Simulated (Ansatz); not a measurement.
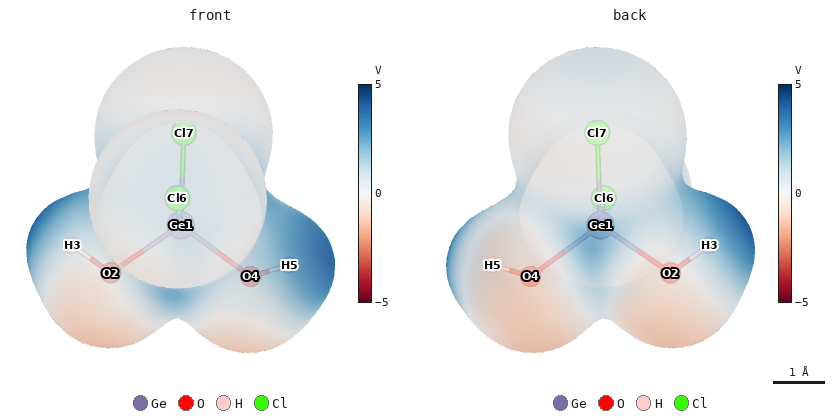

*Cl2GeH2O2 (Ge(OH)2Cl2). The electrostatic potential painted on the density surface at 0.004 e/bohr³, seen from the front and from behind; red is negative and blue positive.*

Geometry: PBE0-D4/def2-SVP.

All numbers below come from RKS PBE0-D4/def2-TZVP in Ansatz.

| atom | x (Å) | y (Å) | z (Å) |
| --- | --- | --- | --- |
| Ge | -0.0988 | 0.0021 | -0.0692 |
| O | -0.0280 | 0.0587 | 1.6718 |
| H | -0.8354 | -0.2625 | 2.0903 |
| O | 1.5595 | -0.0897 | -0.5993 |
| H | 1.6856 | 0.2450 | -1.4950 |
| Cl | -1.0345 | 1.7389 | -0.9022 |
| Cl | -1.2484 | -1.6924 | -0.6965 |

Q: Which sites attract a positive test charge, and which a negative one?

A: A positive charge is drawn to the negative regions and a negative charge to the positive ones. The most negative region (about −1.3 V) lies over O2 and O4, the most positive (about +4.0 V) over H3 and H5. Cl6 shows a σ-hole: about +0.6 V at the tip opposite its bond, against about −0.1 V on its flanks. Cl7 shows a σ-hole: about +0.6 V at the tip opposite its bond, against about 0.0 V on its flanks.
